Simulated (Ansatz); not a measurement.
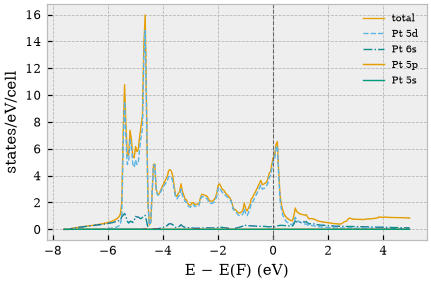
Figure. Total and projected density of states of Pt (diamond, space group No. 227), PBEsol (plane waves, PAW; program Ansatz)

Which orbitals carry the states next to the Fermi level?

Within 0.5 eV of the Fermi level: Pt 5d 91 %, Pt 6s 7 %. Projections are on Löwdin-orthogonalised atomic valence shells; empty p or d shells of many metals are not among them.

Where is the tallest occupied peak in this window, and what makes it?

Near -4.6 eV, about 16 states/eV per cell; the largest projected share is Pt 5d.

Space group Fd-3m (diamond). The start of the workflow was typed in or built on a structure type; neither database checked (COD, Materials Project) lists it. It is not the phase usual at ambient conditions (space group No. 225). Symmetry was held in the PBEsol relaxation. At this level the phase is mechanically unstable. The run is not spin-polarised. Spin–orbit coupling is left out wherever it is not named.

Potentials: the earlier of the program's two PAW sets. The files were generated under PBE; for other functionals the program regenerates the frozen cores, and for LDA and PBEsol the local potential too.
